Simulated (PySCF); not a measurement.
| atom | x (Å) | y (Å) | z (Å) |
| --- | --- | --- | --- |
| C | 2.9444 | -0.0561 | 0.2313 |
| C | 1.8492 | -0.7106 | -0.1061 |
| C | 0.6073 | -0.0690 | -0.6356 |
| C | -0.5711 | -0.2701 | 0.3209 |
| Si | -2.1774 | 0.5321 | -0.3100 |
| O | -3.4183 | 0.2717 | 0.7112 |
| H | 3.8146 | -0.5542 | 0.6245 |
| H | 3.0176 | 1.0141 | 0.1228 |
| H | 1.7974 | -1.7858 | 0.0154 |
| H | 0.7789 | 0.9981 | -0.7869 |
| H | 0.3585 | -0.5103 | -1.6045 |
| H | -0.2934 | 0.1381 | 1.2969 |
| H | -0.7241 | -1.3416 | 0.4716 |
| H | -2.6698 | -0.1064 | -1.5232 |
| H | -1.9524 | 1.9723 | -0.4782 |
| H | -3.3688 | 0.4868 | 1.6384 |

Geometry: GFN2-xTB.

Level of theory: PySCF 2.14.0, B3LYP/def2-SVPD, SCF density, gas phase.

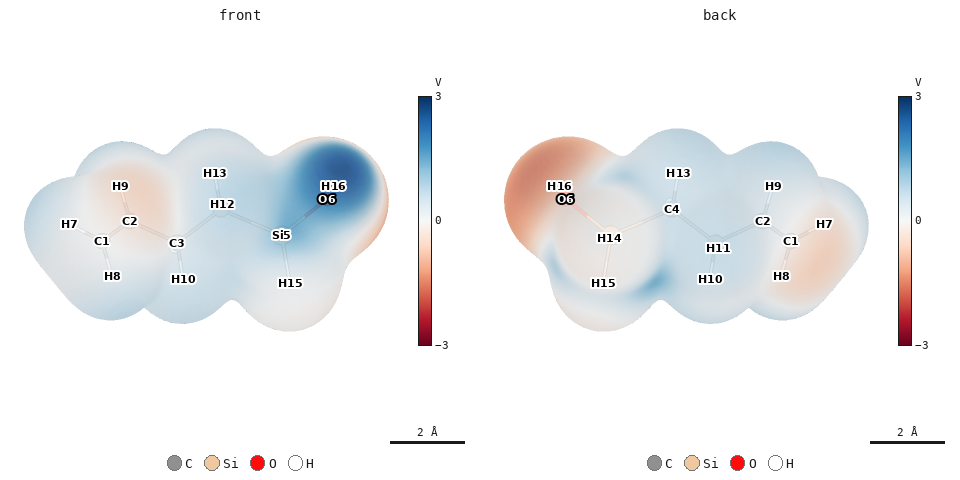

C$_{4}$H$_{10}$OSi. The molecular electrostatic potential painted on the density surface at 0.002 e/bohr³, seen from the front and from behind; red is negative and blue positive.

**Which sites attract a positive test charge, and which a negative one?**

A positive charge is drawn to the negative regions and a negative charge to the positive ones. The most negative region (about −1.4 V, or −32 kcal/mol for a unit charge) lies over O6, the most positive (about +2.5 V, or +58 kcal/mol for a unit charge) over H16. O6 is the likeliest acceptor of a hydrogen bond.

**What dipole moment does the calculation give?**

Its dipole moment is 1.36 D.
